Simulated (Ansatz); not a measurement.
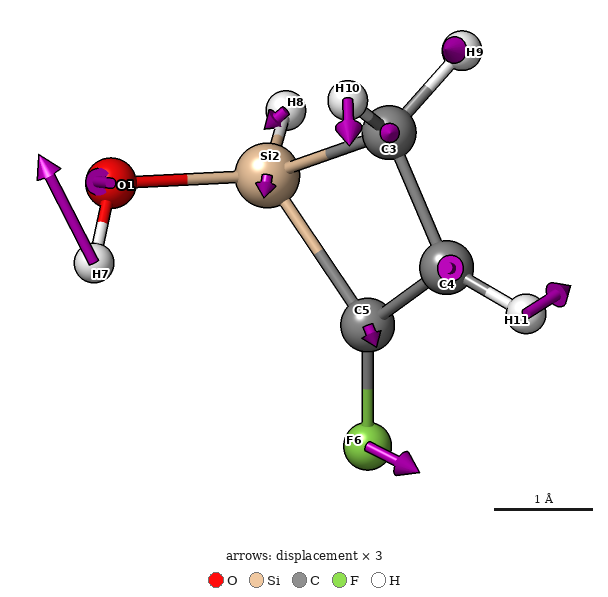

A relaxation of C₃H₅FOSi (coarse preliminary run). The starting structure is drawn; purple arrows show the displacements, 3 times their true length. The two geometries are superimposed by the best rigid fit.

Style: ball-and-stick. Shown at a tilt.

The start comes from a force field.

These are results of RKS PBE-D4/def2-SVP (Ansatz 0.2.0), not measurements. (force threshold 0.03 eV/Å; at most 200 steps)

> Atoms of which element are displaced furthest, and by how much?

Hydrogen: up to 0.42 Å, against 0.23 Å for fluorine.

> What did the optimiser do to the structure, and how much energy did it gain?

The largest move after the best rigid fit is that of H7, 0.42 Å. Largest moves by element: H 0.42 Å, F 0.23 Å, O 0.21 Å, C 0.14 Å, Si 0.08 Å. Near-neighbour distances that change, for instance: C4–C5 1.428 → 1.361 Å, Si2–C3 1.857 → 1.922 Å, C4–H11 1.058 → 1.106 Å, Si2–H8 1.451 → 1.498 Å. Bond angles that change, for instance: O1–Si2–H8 114.3° → 103.2°, C3–C4–H11 135.8° → 126.1°, C3–C4–C5 98.6° → 106.4°. Groups turn about O1–Si2 by about 30°. The energy falls by 0.517 eV in 8 accepted moves (9 points after the start). The largest force component goes from 4.4 to 0.012 eV/Å. The line search rejected the trial step at point 8 of the run. The run took 15 s on 4 threads of Arm Neoverse V1 (shared host).
